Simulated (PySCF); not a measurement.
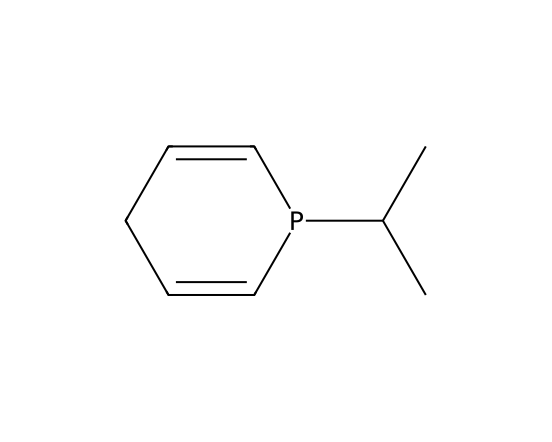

A structural formula.

Transcribe the drawing into SMILES.

Answer. CC(C)P1C=CCC=C1

Give the formula, hydrogens included.

Answer. C8H13P.

An optimisation with PBE0-D3(BJ)/def2-SVP gave a structure of which point group?

Answer. C1. Other conformers may differ.

The parts below concern this one geometry. Atoms keep their numbers from picture to picture. The computed structure is the end point of a PBE0-D3(BJ)/def2-SVP optimisation. No frequency run is at hand to confirm it as a minimum.

Geometry

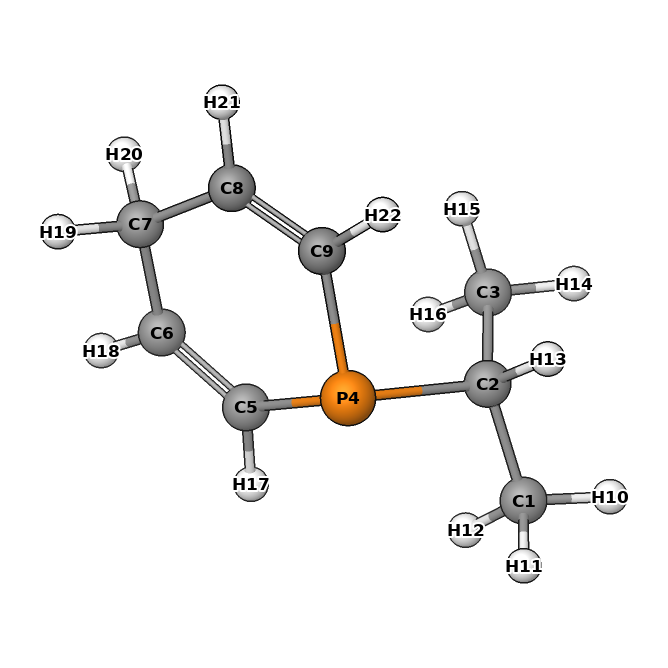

No frequency run is at hand to confirm it as a minimum.

Give the bond lengths. Leave out bonds to hydrogen.

```csv
bond,length (Å),order
C1–C2,1.525,single
C2–C3,1.520,single
C2–P4,1.884,single
P4–C5,1.817,single
P4–C9,1.815,single
C5–C6,1.339,double
C6–C7,1.497,single
C7–C8,1.497,single
C8–C9,1.339,double
```

Electronic properties

No frequency run is at hand to confirm it as a minimum. Method: PBE/pcSseg-1, gas phase (PySCF 2.14.0).

What is the LUMO energy (Kohn–Sham orbital)?

Answer. −1.17 eV.

Estimate the HOMO energy (Kohn–Sham orbital).

Answer. −4.94 eV.

Estimate the dipole moment.

Answer. 1.45 D.

NMR shielding

The questions are on isotropic NMR shieldings of the C atoms. No frequency run is at hand to confirm it as a minimum. Properties computed with GIAO PBE/pcSseg-1 NMR shielding, non-relativistic, gas phase (PySCF 2.14.0).

Which C atom is the most shielded (lowest chemical shift)?

Answer. C1 (158.9 ppm).

Which C atom is the least shielded (highest chemical shift)?

Answer. C6 (42.3 ppm).

How wide is the range of C shifts?

Answer. 116.6 ppm.

List the isotropic NMR shieldings of the C atoms.

```csv
atom,σ (ppm)
C1,158.9
C2,145.8
C3,158.3
C5,54.1
C6,42.3
C7,144.4
C8,43.5
C9,49.2
```

Excitation

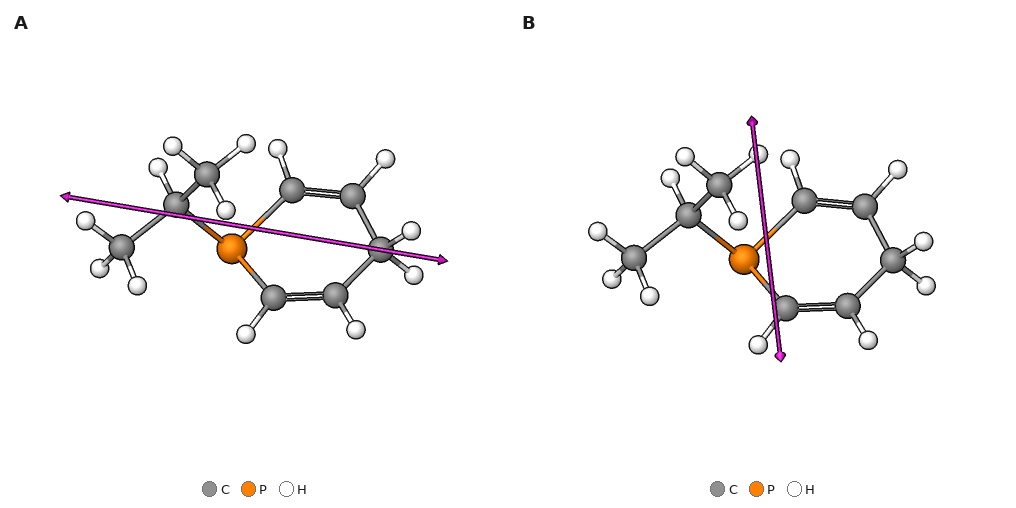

The double arrows show the directions of two transition dipoles from the ground state (lengths mean nothing). No frequency run is at hand to confirm it as a minimum. Method: TDDFT CAM-B3LYP/def2-SVPD, vertical, gas phase, core orbitals frozen in the response (PySCF 2.14.0).

One belongs to singlet state 4 and one to singlet state 9. Which is which?

Answer. A: state 9, 7.02 eV (177 nm), oscillator strength 0.051, mainly HOMO−3 → LUMO (weight 0.71).
B: state 4, 6.32 eV (196 nm), oscillator strength 0.020, mainly HOMO → LUMO+3 (weight 0.52).
